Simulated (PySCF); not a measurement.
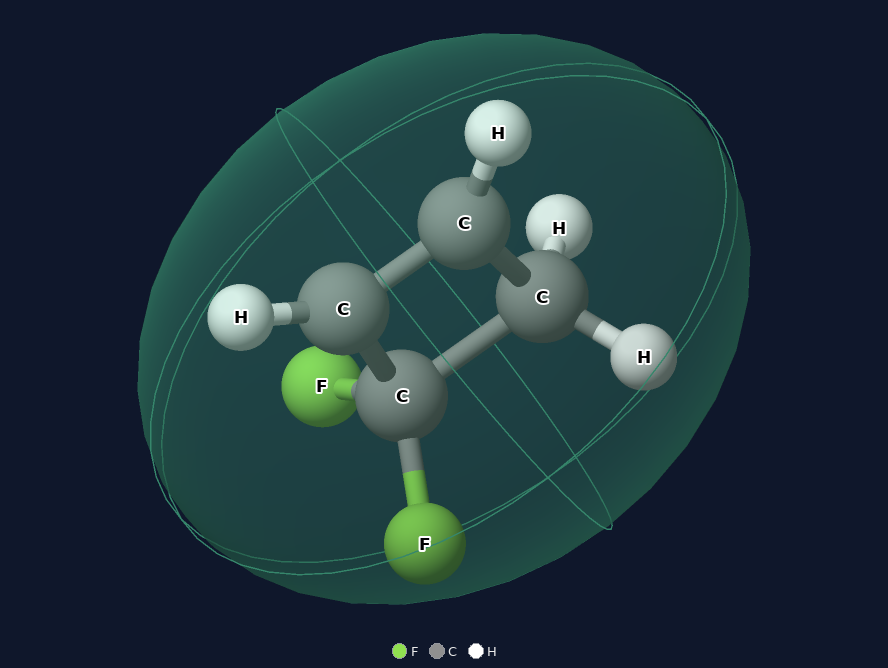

The ellipsoid shows the static dipole polarisability: its half-axes are proportional to the principal values. Computed geometry: GFN2-xTB optimisation. No frequency run is at hand to confirm it as a minimum. Computed with PBE0/def2-SVPD (PySCF 2.14.0).

**How large and how anisotropic is the polarisability?**

Principal values 37.8, 47.0, 51.5 bohr³; mean 45.5 bohr³ (6.74 Å³); anisotropy 12.1 bohr³, so the longest axis is 1.36 times the shortest.
